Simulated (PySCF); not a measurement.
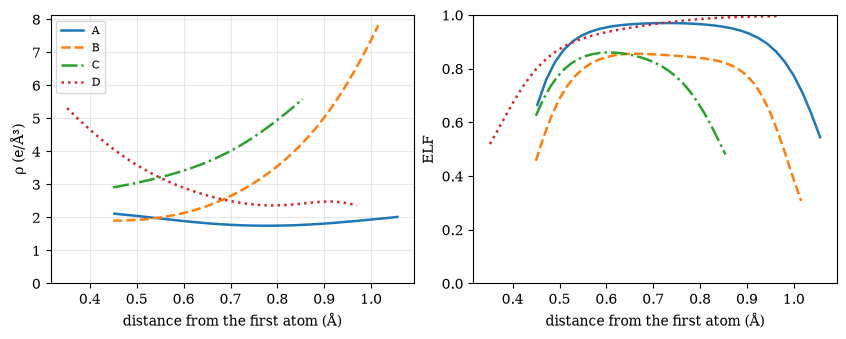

Figure. C$_{3}$H$_{3}$F$_{3}$O$_{2}$ (SMILES O=C(O)CC(F)(F)F). Electron density and ELF along straight lines between neighbouring atoms. The curves leave out the atomic cores.

Geometry: PBE0-D3(BJ)/ma-def2-SVP.

The calculation used DFT single point, gas phase, functional wB97X in PySCF.

```yaml
atoms:
  - { symbol: O, position_ang: [1.6822, -0.7664, -0.3679] }
  - { symbol: C, position_ang: [1.0106, -0.2419, 0.4751] }
  - { symbol: O, position_ang: [1.4536, 0.0379, 1.7075] }
  - { symbol: C, position_ang: [-0.4300, 0.1815, 0.3310] }
  - { symbol: C, position_ang: [-0.9735, 0.0880, -1.0754] }
  - { symbol: F, position_ang: [-0.2724, 0.8293, -1.9339] }
  - { symbol: F, position_ang: [-2.2372, 0.5418, -1.0946] }
  - { symbol: F, position_ang: [-0.9961, -1.1642, -1.5286] }
  - { symbol: H, position_ang: [2.3725, -0.2660, 1.7628] }
  - { symbol: H, position_ang: [-0.5469, 1.2164, 0.6840] }
  - { symbol: H, position_ang: [-1.0510, -0.4473, 0.9876] }
```

Q: Which curve belongs to which contact (C–C, C–F, C–O and O–H)? The first atom named is at distance zero.

A: Curve A: C–C (1.51 Å): ρ is about 1.8 e/Å³ halfway; the ELF peaks at about 1 between the atoms (localised, covalent bonding). Curve B: C–F (1.33 Å): the density is about 2.4 e/Å³ at the midpoint; the ELF peaks at about 0.85 between the atoms (a shared but strongly polarised pair). Curve C: C–O (1.20 Å): ρ at the midpoint is about 3.4 e/Å³; the ELF peaks at about 0.85 between the atoms: a short, multiple covalent bond. Curve D: O–H (0.97 Å): ρ is about 3.7 e/Å³ halfway; the ELF climbs to about 1 towards the hydrogen, as it does in any bond to H (a covalent bond by its length).
